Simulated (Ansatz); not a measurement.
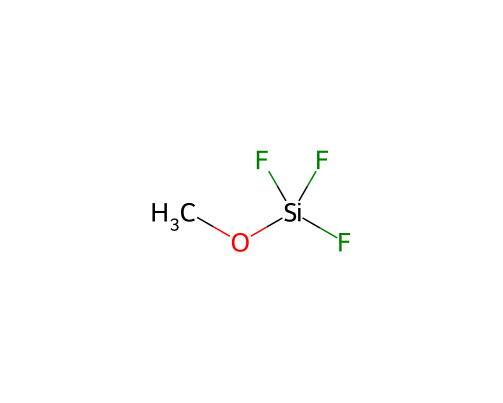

The computed structure is the end point of a PBE0-D4/def2-TZVP optimisation. Program: Ansatz 0.2.0.

Tabulate HOMO–LUMO gap (eV), dipole (D), HOMO energy (eV) at these levels: B3LYP-D4/def2-TZVPP; PBE-D4/def2-TZVPP; r2SCAN-D4/def2-TZVPP; ωB97M-V/def2-TZVPP.

```tsv
level	HOMO–LUMO gap (eV)	dipole (D)	HOMO energy (eV)
B3LYP-D4/def2-TZVPP	9.58	2.45	−9.17
PBE-D4/def2-TZVPP	7.52	2.33	−7.74
r2SCAN-D4/def2-TZVPP	8.48	2.39	−8.11
ωB97M-V/def2-TZVPP	14.27	2.43	−11.85
```
